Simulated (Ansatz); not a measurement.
BSiH5ClF: several calculations on one system

**1. Relaxation**

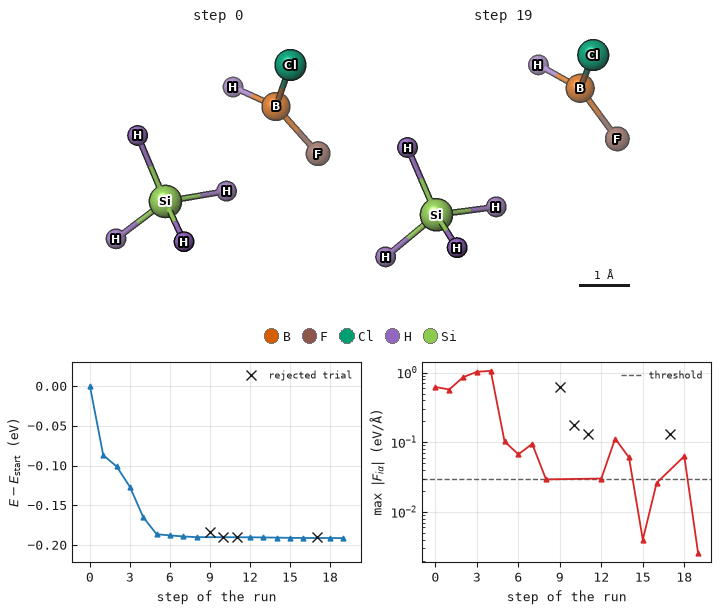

First and last geometry of a relaxation of BSiH5ClF, with the history of the run. A ball-and-stick model, seen from a free direction.

The run prepares an end point of a later path (reaction) calculation, from a guessed geometry.

Method: Ansatz, RKS PBE/6-31G*.

The input:
```yaml
crystal:
  periodic: [false, false, false]
  atoms:
    - { symbol: B, position_ang: [0.014012, -0.407536, -0.010297] }
    - { symbol: F, position_ang: [-0.082448, -1.006426, 1.168545] }
    - { symbol: Cl, position_ang: [1.563392, -0.478275, -0.877633] }
    - { symbol: H, position_ang: [-0.950556, 0.050549, -0.550286] }
    - { symbol: Si, position_ang: [0.501775, 2.519915, 1.07021] }
    - { symbol: H, position_ang: [1.772883, 2.764444, 1.825703] }
    - { symbol: H, position_ang: [0.70722, 2.752129, -0.389867] }
    - { symbol: H, position_ang: [-0.59046, 3.404905, 1.592979] }
    - { symbol: H, position_ang: [0.115479, 1.114195, 1.293147] }
basis:
  gaussian: { orbitals: "6-31G*" }
hamiltonian:
  xc: pbe
relax:
  f_tol: 0.03
  max_steps: 50
```

Command:
```bash
ansatz run input.yaml --threads 1 --pin off --max-ram 2048MiB --backend cpu --events-out ev --progress --plain --runs-dir out
```

What do the curves and the structures tell?

It converged. The atom that moves furthest after the best rigid fit is H4 (0.62 Å). By element the largest moves are H 0.62 Å, B 0.55 Å, F 0.45 Å, Cl 0.42 Å, Si 0.40 Å. Near-neighbour distances that change, for instance: Si5–H9 1.475 → 1.500 Å, B1–Cl3 1.777 → 1.762 Å, Si5–H7 1.493 → 1.498 Å. After 15 accepted moves (19 points after the start) the energy has fallen by 0.191 eV. The largest force component goes from 0.62 to 0.0025 eV/Å. The line search rejected the trial steps at points 9, 10, 11, 17 of the run. The forces were under the threshold at step 8, but the run went on from there. Cost: 53 s on 1 thread of Intel(R) Xeon(R) Platinum 8259CL CPU @ 2.50GHz (Skylake/Cascade Lake) (shared host), peak memory 0.17 GiB.

**2. Relaxation**

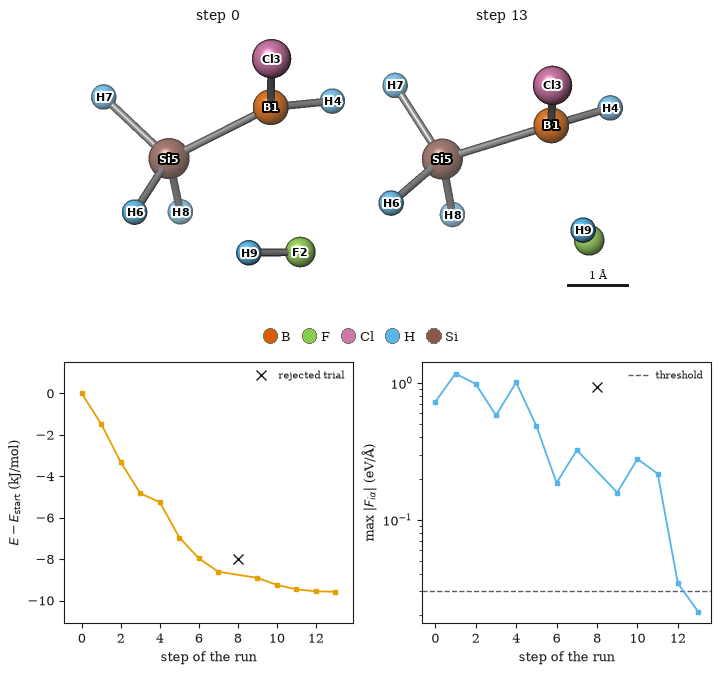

First and last geometry of a relaxation of BSiH₅ClF, with the history of the run. A ball-and-stick model, seen at a tilt.

The run prepares an end point of a later path (reaction) calculation, from a guessed geometry.

All numbers below come from Ansatz 0.2.0, RKS PBE/6-31G*. (no spin polarisation; force threshold 0.03 eV/Å; at most 50 steps)

> Read the history and describe the run.

It converged. After 12 accepted moves (13 points after the start) the energy has fallen by 9.57 kJ/mol. The largest force component goes from 0.73 to 0.021 eV/Å. The line search rejected the trial step at point 8 of the run. H9 moves most after the best rigid fit: 0.99 Å. By element the largest moves are H 0.99 Å, Cl 0.47 Å, B 0.31 Å, F 0.24 Å, Si 0.19 Å. Near-neighbour distances that change, for instance: B1–F2 2.516 → 2.047 Å, B1–Si5 1.975 → 2.026 Å, B1–Cl3 1.771 → 1.816 Å, F2–H9 0.939 → 0.957 Å. Among the angles between lasting bonds that change: B1–Si5–H6 109.1° → 111.3°, B1–Si5–H8 113.8° → 111.8°. The run took 43 s on 1 thread of Intel(R) Xeon(R) Platinum 8259CL CPU @ 2.50GHz (Skylake/Cascade Lake), on a shared host, peak memory 0.16 GiB.

**3. Path**

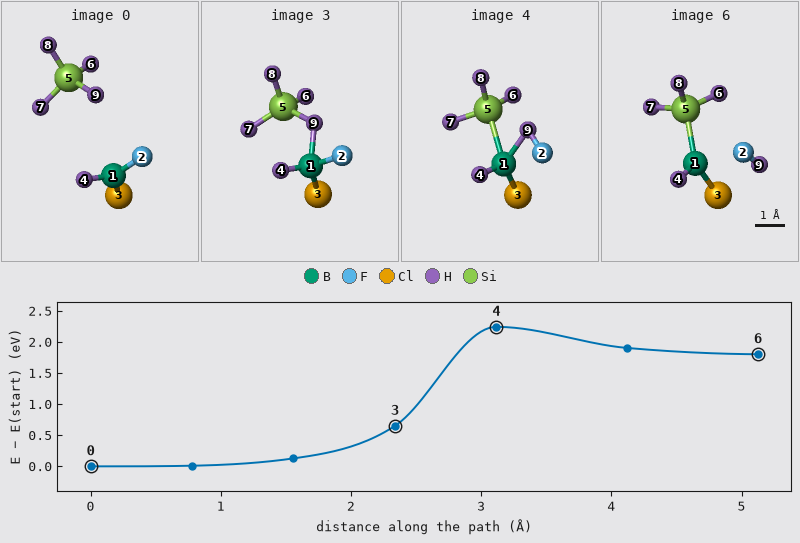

A nudged-elastic-band calculation for BSiH5ClF, made up at the start of BHClF and SiH₄. Images are numbered from 0 (start) to 6 (end). Style: ball-and-stick. Shown from a free direction.

All numbers below come from RKS PBE/6-31G* (Ansatz). Settings: 5 movable images; climbing image; force threshold 0.05 eV/Å; iteration limit 60; starting path through a guess of the saddle point.

> Describe the mechanism and the energy profile.

Forward barrier 2.24 eV, backward barrier 0.44 eV, with image 4 at the top; the reaction energy is +1.80 eV. Breaking: B1–F2 (1.32 → 1.70 at the top → 2.05 Å), Si5–H9 (1.50 → 1.97 at the top → 3.40 Å). Forming: B1–Si5 (4.11 → 2.15 at the top → 2.03 Å), F2–H9 (2.96 → 1.10 at the top → 0.96 Å). The band converged in 28 iterations. The largest component of the band force went from 59 to 0.0097 eV/Å. The climbing image converged on the top of the path. Its vibrational analysis gives one imaginary mode (772i cm⁻¹), as a transition state must have.

Limits of the set-up: the start holds two separate molecules, 3.0 Å apart at their closest, whose relative position is a soft coordinate and is computed without a dispersion correction.

The run took 6 min on 1 thread of Intel(R) Xeon(R) Platinum 8259CL CPU @ 2.50GHz (Skylake/Cascade Lake) (shared host), peak memory 0.14 GiB.
